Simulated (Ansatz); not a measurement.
# C2H5BO (SMILES B1CCO1) at CCSD(T)/def2-SVP

What is the vertical ionisation energy of C2H5BO at CCSD(T)/def2-SVP? 

The calculation is run with Ansatz 0.2.0.

68 further runs of the same task are left out: 68 set aside as unsound or not needed.

**1. The molecule**

C2H5BO has 9 atoms, charge 0, and is taken as a singlet. SMILES: `B1CCO1`. The coordinates come from a PBE0-D4/def2-TZVP relaxation.

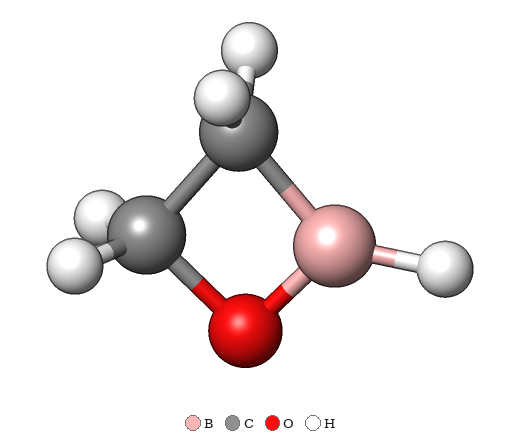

The structure, seen from a chosen angle (boron pink, carbon grey, oxygen red, hydrogen white).

**2. A single-point energy at CCSD(T)/def2-SVP**

The input, in.yaml:

```yaml
crystal:
  periodic: [false, false, false]
  atoms:
    - {symbol: B, position_ang: [-0.402600, 0.301700, -1.082000]}
    - {symbol: C, position_ang: [0.506000, 0.617000, 0.171000]}
    - {symbol: C, position_ang: [-0.098600, -0.719600, 0.617700]}
    - {symbol: O, position_ang: [-0.884800, -0.878500, -0.596200]}
    - {symbol: H, position_ang: [-0.697000, 0.772800, -2.139500]}
    - {symbol: H, position_ang: [0.236300, 1.479000, 0.782200]}
    - {symbol: H, position_ang: [1.586200, 0.614100, 0.021000]}
    - {symbol: H, position_ang: [-0.757600, -0.681300, 1.487200]}
    - {symbol: H, position_ang: [0.600600, -1.551500, 0.721500]}
basis:
  gaussian: {orbitals: def2-SVP}
correlation: {method: ccsd_t, frozen_orbitals: {B: 1, C: 1, H: 0, O: 1}}
accuracy: high
scf: {omitted_lower_state_checks: [cluster_reference, increment]}
```

Run with:

```sh
$ ansatz run in.yaml --threads 1 --pin off --max-ram 3480MiB --events-out events.jsonl --progress --plain --runs-dir runs
```

Log, cut to the lines that bear on the results:

```text
Warning: RAYON_NUM_THREADS=1 ignored (pool sized by the plan → 1); use --threads N
Functional definition: HF
  name "HF"
[...]
1978 factors; integrals over basis functions are off by at most 3.5e-9 eV
[...]
mean field -4845.45799209 eV, -178.0672968400 hartree, gradient 9.4e-8 eV, S^2 0.000000; 0 other end points of the search recorded, 0 dependent functions left out
4 core orbitals not correlated: weight in the atoms' cores, before any rotation towards them, 1.000 or more for the frozen orbitals, at most 0.000 for the correlated occupied ones
reference -4845.45799209 eV, -178.0672968400 hartree; 11, 11 occupied and 66, 66 virtual orbitals, 1978 factors
second order -14.73043924 eV of doubles, -0.00000000 eV of singles
cycle   1  -15.24997281 eV  change   -5.2e-1 eV  update   9.4e-2
[...]
cycle  20  -15.75932749 eV  change   1.4e-10 eV  update   2.0e-9
perturbative correction -0.47609538 eV, -0.0174961825 hartree
Total energy: -4861.69341497 eV, -178.6639376258 hartree
Checks for a lower state left out: cluster_reference, increment
```

Wall time 14 s (1 thread of Arm Neoverse V2, shared host); peak memory 0.47 GiB.

**3. The doublet cation**

The input, input.yaml:

```yaml
crystal:
  periodic: [false, false, false]
  atoms:
    - {symbol: B, position_ang: [-0.402600, 0.301700, -1.082000]}
    - {symbol: C, position_ang: [0.506000, 0.617000, 0.171000]}
    - {symbol: C, position_ang: [-0.098600, -0.719600, 0.617700]}
    - {symbol: O, position_ang: [-0.884800, -0.878500, -0.596200]}
    - {symbol: H, position_ang: [-0.697000, 0.772800, -2.139500]}
    - {symbol: H, position_ang: [0.236300, 1.479000, 0.782200]}
    - {symbol: H, position_ang: [1.586200, 0.614100, 0.021000]}
    - {symbol: H, position_ang: [-0.757600, -0.681300, 1.487200]}
    - {symbol: H, position_ang: [0.600600, -1.551500, 0.721500]}
basis:
  gaussian:
    orbitals: def2-SVP
accuracy: high
magnetization:
  spin_polarized: true
  initial_magnetization: 1
total_charge: 1
scf:
  omitted_lower_state_checks: [cluster_reference, increment]
correlation:
  method: ccsd_t
  frozen_orbitals: {B: 1, C: 1, H: 0, O: 1}
```

Run with:

```sh
$ ansatz run input.yaml --threads 1 --pin off --max-ram 3480MiB --events-out events.jsonl --progress --plain --runs-dir runs
```

Log, cut to the lines that bear on the results:

```text
Warning: RAYON_NUM_THREADS=1 ignored (pool sized by the plan → 1); use --threads N
[... 2 set-up lines as earlier in the session ...]
[...]
1976 factors; integrals over basis functions are off by at most 3.5e-9 eV
[...]
mean field -4835.13354324 eV, -177.6878803430 hartree, gradient 3.2e-8 eV, S^2 0.764969; 6 other end points of the search recorded, 0 dependent functions left out
4 core orbitals not correlated: weight in the atoms' cores, before any rotation towards them, 1.000 or more for the frozen orbitals, at most 0.000 for the correlated occupied ones
reference -4835.13354324 eV, -177.6878803430 hartree; 11, 10 occupied and 66, 67 virtual orbitals, 1976 factors
second order -14.12964288 eV of doubles, -0.00000000 eV of singles
cycle   1  -14.59426489 eV  change   -4.6e-1 eV  update   1.2e-1
[...]
cycle  36  -15.23313190 eV  change  -2.3e-10 eV  update   1.2e-9
perturbative correction -0.52202010 eV, -0.0191838847 hartree
Total energy: -4850.88869524 eV, -178.2668714998 hartree
Checks for a lower state left out: cluster_reference, increment
```

Wall time 70 s (1 thread of Arm Neoverse V2, shared host); peak memory 0.88 GiB.

**4. What came out**

Level: CCSD(T)/def2-SVP, 4 core orbitals frozen.

| quantity | value |
| --- | --- |
| singlet C2H5BO: total energy | -178.66394 Eh |
| singlet C2H5BO: correlation energy (4 core orbitals frozen) | -596.6 mEh |
| singlet C2H5BO: (T) correction | -17.50 mEh |
| singlet C2H5BO: T1 diagnostic | 0.015 |
| doublet cation: total energy | -178.26687 Eh |
| doublet cation: correlation energy (4 core orbitals frozen) | -579.0 mEh |
| doublet cation: (T) correction | -19.18 mEh |
| doublet cation: ⟨S²⟩ of the reference determinant | 0.765 |
| doublet cation: T1 diagnostic | 0.037 |
| vertical ionisation energy (to the doublet cation) | 10.805 eV |

In words: Removing an electron at fixed nuclei costs 10.80 eV (249 kcal/mol). The triples (singlet C2H5BO) make up 2.9 % of the correlation energy. The triples (doublet cation) make up 3.3 % of the correlation energy.
